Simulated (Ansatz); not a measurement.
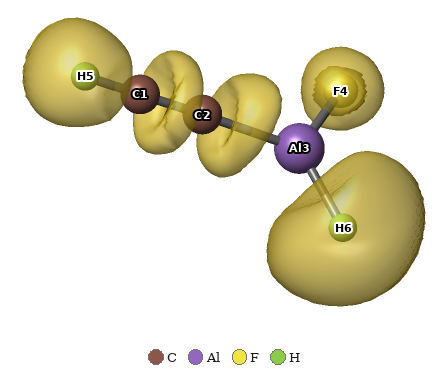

C$_{2}$H$_{2}$AlF. Isosurface of the ELF at 0.8 (yellow), seen at a tilt. Only the valence region is drawn (cores and ρ < 0.01 e/Å³ removed).

Geometry: PBE0-D3(BJ)/def2-SVP.

Level of theory: Ansatz 0.2.0, isolated molecule in a Gaussian basis; Kohn-Sham density functional theory, functional PBE0.

Input file:

```
crystal:
  periodic: [false, false, false]
  atoms:
    - {symbol: C, position_ang: [-1.649879, -1.237218, -0.992205]}
    - {symbol: C, position_ang: [-1.817247, -0.151590, -0.459304]}
    - {symbol: Al, position_ang: [-2.044316, 1.560323, 0.334049]}
    - {symbol: F, position_ang: [-3.053870, 1.680337, 1.650120]}
    - {symbol: H, position_ang: [-1.505394, -2.196671, -1.458877]}
    - {symbol: H, position_ang: [-1.340060, 2.869145, -0.173089]}
basis:
  gaussian:
    orbitals: def2-TZVPD
total_charge: 0
hamiltonian:
  xc: {name: PBE0}
output: {forces: true, orbitals: {seedname: orbitals}}
```

Launched as:

```sh
ansatz run input.yaml --threads 2 --pin off --max-ram 4350MiB --events-out events.jsonl --progress --plain --runs-dir runs
```

Q: Describe the localisation domains.

A: The ELF exceeds this value in one region between bonded C–C atoms (shared pairs), two regions around hydrogen nuclei, one lobe of the valence shell of C pointing towards Al (polar bonds) and one region wrapped around F (its valence shell).

Values along the shortest contacts:
C–C (1.22 Å): the ELF peaks at about 0.85 between the atoms (a multiple bond). Al–F (1.66 Å): the ELF peaks at about 0.85 in the valence shell of F, 0.6 Å from its nucleus, and is about 0.35 at the midpoint.
